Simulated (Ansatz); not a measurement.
# C2H3F2GeO+ (SMILES CC#[O+].[F][Ge][F]), step by step

We compute a series of 20 runs (SVWN5/cc-pVTZ, LC-wPBE/cc-pVTZ, PBE-D3(BJ)/cc-pVTZ, RPA@PBE/cc-pVTZ) of C2H3F2GeO+. 

The calculation is run with Ansatz 0.2.0.

**1. The system as given**

C2H3F2GeO+ has 9 atoms, charge +1, and is taken as a singlet. SMILES: `CC#[O+].[F][Ge][F]`. The shape comes from GFN2-xTB, which is rough for such elements, and wasn't checked as a minimum.

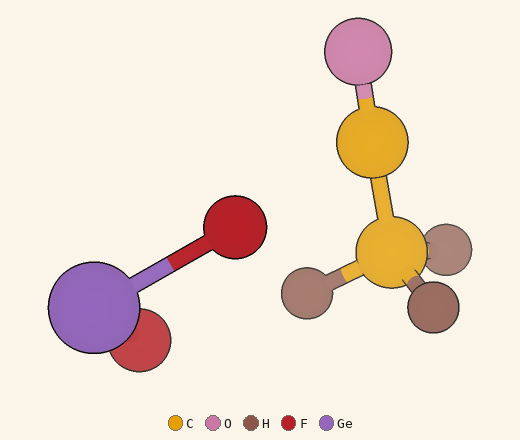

Viewed from a chosen angle; carbon amber, oxygen pink, hydrogen brown, fluorine red, germanium purple.

**2. A single-point energy at SVWN5/cc-pVTZ (run 1)**

Contents of input.yaml:

```yaml
crystal:
  periodic: [false, false, false]
  atoms:
    - {symbol: C, position_ang: [0.061670, -0.870810, 0.757280]}
    - {symbol: C, position_ang: [1.262030, -0.428250, 0.258690]}
    - {symbol: O, position_ang: [2.251070, -0.106450, -0.143170]}
    - {symbol: H, position_ang: [-0.707260, -0.794560, -0.031440]}
    - {symbol: H, position_ang: [0.129410, -1.909350, 1.100820]}
    - {symbol: H, position_ang: [-0.268330, -0.228790, 1.584140]}
    - {symbol: F, position_ang: [0.158600, 1.754690, -0.437580]}
    - {symbol: Ge, position_ang: [-1.207570, 2.172560, -1.636240]}
    - {symbol: F, position_ang: [-1.679610, 0.410950, -1.452500]}
basis:
  gaussian: {orbitals: cc-pVTZ}
total_charge: 1
magnetization: {spin_polarized: false, initial_magnetization: 0}
hamiltonian: {xc: {name: SVWN5}}
```

Command:

```bash
$ ansatz run input.yaml --threads 1 --pin off --max-ram 2610MiB --events-out events.jsonl --progress --plain --runs-dir runs
```

Output:

```text
Warning: RAYON_NUM_THREADS=1 ignored (pool sized by the plan → 1); use --threads N
Functional definition: SVWN5
  name "SVWN5"
  exchange = slater_x
  correlation = vwn5_c
1324 factors; their error is unknown
mean field evaluation 1: about -65945.7797 eV, gradient 1.2e2 eV
mean field evaluation 2: about -65604.1623 eV, gradient 3.4e2 eV
mean field evaluation 4: about -65963.6559 eV, gradient 4.3e1 eV
mean field evaluation 8: about -65966.8726 eV, gradient 8.0e-1 eV
mean field evaluation 16: about -65966.8342 eV, gradient 3.4e-4 eV
mean field -65966.83422999 eV, -2424.2364440258 hartree, gradient 2.9e-5 eV, S^2 0.000000; 0 other end points of the search recorded, 0 dependent functions left out
reference -65966.83426729 eV, -2424.2364453967 hartree; 36, 36 occupied and 199, 199 virtual orbitals, 1324 factors
Total energy: -65966.83426729 eV, -2424.2364453967 hartree
```

It took 3.9 s on 1 thread of Intel Xeon at 2.70GHz, shared host; peak memory 0.31 GiB.

**3. C2H3O+: a single-point energy at SVWN5/cc-pVTZ (run 2)**

Contents of in.yaml:

```yaml
crystal:
  periodic: [false, false, false]
  atoms:
    - {symbol: C, position_ang: [0.061670, -0.870810, 0.757280]}
    - {symbol: C, position_ang: [1.262030, -0.428250, 0.258690]}
    - {symbol: O, position_ang: [2.251070, -0.106450, -0.143170]}
    - {symbol: H, position_ang: [-0.707260, -0.794560, -0.031440]}
    - {symbol: H, position_ang: [0.129410, -1.909350, 1.100820]}
    - {symbol: H, position_ang: [-0.268330, -0.228790, 1.584140]}
basis:
  gaussian:
    orbitals: cc-pVTZ
hamiltonian:
  xc: {name: SVWN5}
total_charge: 1
```

Command:

```bash
$ ansatz run in.yaml --threads 1 --pin off --max-ram 2610MiB --events-out events.jsonl --progress --plain --runs-dir runs
```

Output:

```text
Warning: RAYON_NUM_THREADS=1 ignored (pool sized by the plan → 1); use --threads N
[... 4 set-up lines as earlier in the session ...]
675 factors; their error is unknown
mean field evaluation 1: about -4115.3909 eV, gradient 8.7e1 eV
mean field evaluation 2: about -4091.1445 eV, gradient 1.4e2 eV
mean field evaluation 4: about -4128.2836 eV, gradient 8.8e0 eV
mean field evaluation 8: about -4128.4462 eV, gradient 1.4e-1 eV
mean field evaluation 16: about -4128.4319 eV, gradient 5.7e-5 eV
mean field -4128.43188128 eV, -151.7170732855 hartree, gradient 5.7e-5 eV, S^2 0.000000; 0 other end points of the search recorded, 0 dependent functions left out
reference -4128.43190414 eV, -151.7170741256 hartree; 11, 11 occupied and 121, 121 virtual orbitals, 675 factors
Total energy: -4128.43190414 eV, -151.7170741256 hartree
```

It took 0.88 s on 1 thread of Intel Xeon at 2.70GHz, shared host.

Runs 3 to 10 aren't shown in full; the table further down has their settings and results.

**4. A single-point energy at PBE-D3(BJ)/cc-pVTZ (run 11)**

Contents of run.yaml:

```yaml
crystal:
  periodic: [false, false, false]
  atoms:
    - symbol: C
      position_ang: [0.061670, -0.870810, 0.757280]
    - symbol: C
      position_ang: [1.262030, -0.428250, 0.258690]
    - symbol: O
      position_ang: [2.251070, -0.106450, -0.143170]
    - symbol: H
      position_ang: [-0.707260, -0.794560, -0.031440]
    - symbol: H
      position_ang: [0.129410, -1.909350, 1.100820]
    - symbol: H
      position_ang: [-0.268330, -0.228790, 1.584140]
    - symbol: F
      position_ang: [0.158600, 1.754690, -0.437580]
    - symbol: Ge
      position_ang: [-1.207570, 2.172560, -1.636240]
    - symbol: F
      position_ang: [-1.679610, 0.410950, -1.452500]
basis:
  gaussian: {orbitals: cc-pVTZ}
hamiltonian: {xc: pbe, dispersion: d3bj}
total_charge: 1
```

Command:

```bash
$ ansatz run run.yaml --threads 1 --pin off --max-ram 2610MiB --events-out events.jsonl --progress --plain --runs-dir runs
```

Output:

```text
Warning: RAYON_NUM_THREADS=1 ignored (pool sized by the plan → 1); use --threads N
Functional definition: PBE
  name "PBE"
  parameter kappa = 0.804
  parameter beta = 0.06672455060314922
  exchange = pbe_x(kappa = kappa, mu = beta*pi^2/3)
  correlation = pbe_c(beta = beta)
1324 factors; their error is unknown
mean field evaluation 1: about -66081.3194 eV, gradient 1.2e2 eV
mean field evaluation 2: about -65727.3747 eV, gradient 3.4e2 eV
mean field evaluation 4: about -66098.8244 eV, gradient 4.5e1 eV
mean field evaluation 8: about -66102.3699 eV, gradient 1.2e0 eV
mean field evaluation 16: about -66102.3316 eV, gradient 4.9e-4 eV
mean field -66102.33163744 eV, -2429.2158819063 hartree, gradient 3.3e-5 eV, S^2 0.000000; 0 other end points of the search recorded, 0 dependent functions left out
reference -66102.33167718 eV, -2429.2158833668 hartree; 36, 36 occupied and 199, 199 virtual orbitals, 1324 factors
Total energy: -66102.49860574 eV, -2429.2220178779 hartree
```

It took 5.1 s on 1 thread of Intel Xeon at 2.70GHz, shared host; peak memory 0.31 GiB.

Runs 12 to 19 aren't shown in full; the table further down has their settings and results.

**5. F2Ge among ghost functions: a single-point energy at RPA@PBE/cc-pVTZ (with ghost functions) (run 20)**

Contents of input.yaml:

```yaml
crystal:
  periodic: [false, false, false]
  atoms:
    - {symbol: F, position_ang: [0.158600, 1.754690, -0.437580]}
    - {symbol: Ge, position_ang: [-1.207570, 2.172560, -1.636240]}
    - {symbol: F, position_ang: [-1.679610, 0.410950, -1.452500]}
basis:
  gaussian:
    orbitals: cc-pVTZ
    ghost_atoms: [{symbol: C, position_ang: [0.061670, -0.870810, 0.757280]}, {symbol: C, position_ang: [1.262030, -0.428250, 0.258690]}, {symbol: O, position_ang: [2.251070, -0.106450, -0.143170]}, {symbol: H, position_ang: [-0.707260, -0.794560, -0.031440]}, {symbol: H, position_ang: [0.129410, -1.909350, 1.100820]}, {symbol: H, position_ang: [-0.268330, -0.228790, 1.584140]}]
hamiltonian:
  xc: pbe
correlation:
  method: rpa
  frozen_orbitals: {F: 1, Ge: 9}
```

Command:

```bash
$ ansatz run input.yaml --threads 1 --pin off --max-ram 2610MiB --events-out events.jsonl --progress --plain --runs-dir runs
```

Output (excerpt; [...] marks lines left out):

```text
Warning: RAYON_NUM_THREADS=1 ignored (pool sized by the plan → 1); use --threads N
[... 2 set-up lines as earlier in the session ...]
[...]
1424 factors; integrals over basis functions are off by at most 9.3e-4 eV
[...]
mean field -61943.50473687 eV, -2276.3818122643 hartree, gradient 4.3e-6 eV, S^2 0.000000; 0 other end points of the search recorded, 0 dependent functions left out
11 core orbitals not correlated: weight in the atoms' cores, before any rotation towards them, 1.000 or more for the frozen orbitals, at most 0.000 for the correlated occupied ones
reference -61888.50371767 eV, -2274.3605620899 hartree; 14, 14 occupied and 210, 210 virtual orbitals, 1424 factors
Total energy: -61916.56379089 eV, -2275.3917507610 hartree
```

Run time: 14 s. Hardware: 1 thread of Intel Xeon at 2.70GHz, shared host; peak memory 0.57 GiB.

**6. The series**

```
run                                      level      fragment atoms  contact  frozen core orbitals               partner   energy (Eh)  wall time
  1                              SVWN5/cc-pVTZ                   –        –                     –                  base  -2424.236445      3.9 s
  2                              SVWN5/cc-pVTZ  (1, 2, 3, 4, 5, 6)     base                     –              fragment   -151.717074     0.88 s
  3       SVWN5/cc-pVTZ (with ghost functions)  (1, 2, 3, 4, 5, 6)     base                     –  fragment with ghosts   -151.717124      2.6 s
  4                              SVWN5/cc-pVTZ           (7, 8, 9)     base                     –              fragment  -2272.475505     0.67 s
  5       SVWN5/cc-pVTZ (with ghost functions)           (7, 8, 9)     base                     –  fragment with ghosts  -2272.477911      2.6 s
  6                            LC-wPBE/cc-pVTZ                   –        –                     –                  base  -2429.392069      7.5 s
  7                            LC-wPBE/cc-pVTZ  (1, 2, 3, 4, 5, 6)     base                     –              fragment   -152.875222      1.6 s
  8     LC-wPBE/cc-pVTZ (with ghost functions)  (1, 2, 3, 4, 5, 6)     base                     –  fragment with ghosts   -152.875276      4.8 s
  9                            LC-wPBE/cc-pVTZ           (7, 8, 9)     base                     –              fragment  -2276.479759      1.5 s
 10     LC-wPBE/cc-pVTZ (with ghost functions)           (7, 8, 9)     base                     –  fragment with ghosts  -2276.482187        6 s
 11                         PBE-D3(BJ)/cc-pVTZ                   –        –                     –                  base  -2429.222018      5.1 s
 12                         PBE-D3(BJ)/cc-pVTZ  (1, 2, 3, 4, 5, 6)     base                     –              fragment   -152.802950      1.1 s
 13  PBE-D3(BJ)/cc-pVTZ (with ghost functions)  (1, 2, 3, 4, 5, 6)     base                     –  fragment with ghosts   -152.802994      3.6 s
 14                         PBE-D3(BJ)/cc-pVTZ           (7, 8, 9)     base                     –              fragment  -2276.380175        1 s
 15  PBE-D3(BJ)/cc-pVTZ (with ghost functions)           (7, 8, 9)     base                     –  fragment with ghosts  -2276.382859      4.2 s
 16                            RPA@PBE/cc-pVTZ                   –        –                    14                  base  -2428.350136       20 s
 17                            RPA@PBE/cc-pVTZ  (1, 2, 3, 4, 5, 6)     base                     3              fragment   -152.925155      2.4 s
 18     RPA@PBE/cc-pVTZ (with ghost functions)  (1, 2, 3, 4, 5, 6)     base                     3  fragment with ghosts   -152.925488      9.9 s
 19                            RPA@PBE/cc-pVTZ           (7, 8, 9)     base                    11              fragment  -2275.387661      2.5 s
 20     RPA@PBE/cc-pVTZ (with ghost functions)           (7, 8, 9)     base                    11  fragment with ghosts  -2275.391751       14 s
```

**7. Results**

| quantity | value |
| --- | --- |
| F2Ge among ghost functions, run 20: total energy | -2275.39175 Eh |
| F2Ge among ghost functions, run 20: RPA correlation energy (valence) | -1031.2 mEh |
| interaction energy of the rigid parts C2H3O+ and F2Ge (parts in their own basis), SVWN5/cc-pVTZ | -1.194 eV |
| interaction energy of the rigid parts C2H3O+ and F2Ge (parts in the whole basis, counterpoise), SVWN5/cc-pVTZ | -1.127 eV |
| interaction energy of the rigid parts C2H3O+ and F2Ge (parts in their own basis), LC-wPBE/cc-pVTZ | -1.009 eV |
| interaction energy of the rigid parts C2H3O+ and F2Ge (parts in the whole basis, counterpoise), LC-wPBE/cc-pVTZ | -0.942 eV |
| interaction energy of the rigid parts C2H3O+ and F2Ge (parts in their own basis), PBE-D3(BJ)/cc-pVTZ | -1.058 eV |
| interaction energy of the rigid parts C2H3O+ and F2Ge (parts in the whole basis, counterpoise), PBE-D3(BJ)/cc-pVTZ | -0.984 eV |
| interaction energy of the rigid parts C2H3O+ and F2Ge (parts in the whole basis, counterpoise), RPA@PBE/cc-pVTZ | -0.895 eV |
| interaction energy of the rigid parts C2H3O+ and F2Ge (parts in their own basis), RPA@PBE/cc-pVTZ | -1.016 eV |

In words: At SVWN5/cc-pVTZ: the interaction energy of the rigid parts C2H3O+ and F2Ge (parts in their own basis) is −1.19 eV (−28 kcal/mol): the parts attract. At SVWN5/cc-pVTZ: the interaction energy of the rigid parts C2H3O+ and F2Ge (parts in the whole basis, counterpoise) is −1.13 eV (−109 kJ/mol): the parts attract. The basis-set superposition error is 6.4 kJ/mol. At LC-wPBE/cc-pVTZ: the interaction energy of the rigid parts C2H3O+ and F2Ge (parts in their own basis) is −1.01 eV (−23 kcal/mol): the parts attract. At LC-wPBE/cc-pVTZ: the interaction energy of the rigid parts C2H3O+ and F2Ge (parts in the whole basis, counterpoise) is −0.94 eV (−21.7 kcal/mol): the parts attract. The basis-set superposition error is 6.5 kJ/mol. Totals of different functionals can't be ranked against each other. All runs together took 95 s, the longest 20 s.
